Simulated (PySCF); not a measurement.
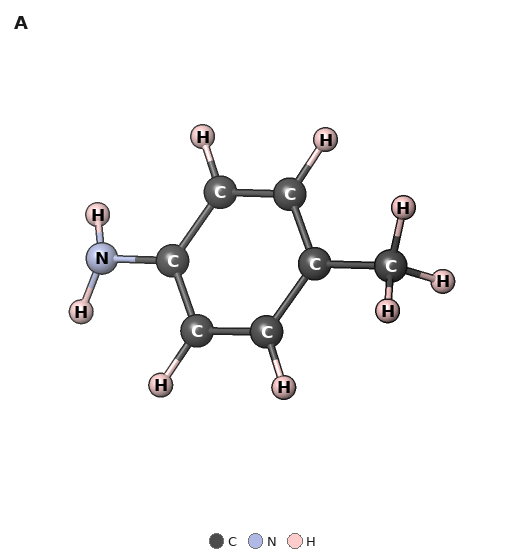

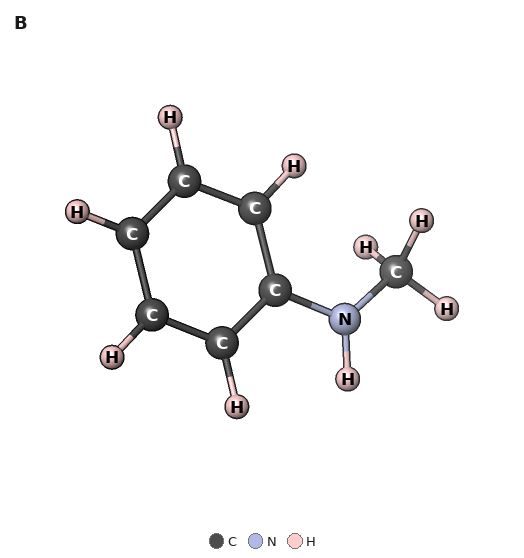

2 stationary structures of one formula. Geometries: PBE0-D3(BJ)/def2-SVP. Electronic energies: PBE0-D3(BJ)/def2-SVP (PySCF 2.14.0), without zero-point energy. No frequency run is at hand to confirm each as a minimum. Each is one conformer, not always the lowest.

Which structure is the most stable?

Answer. A is lowest; B lies 0.297 eV above it. A is `Cc1ccc(N)cc1`, B is `CNc1ccccc1`.
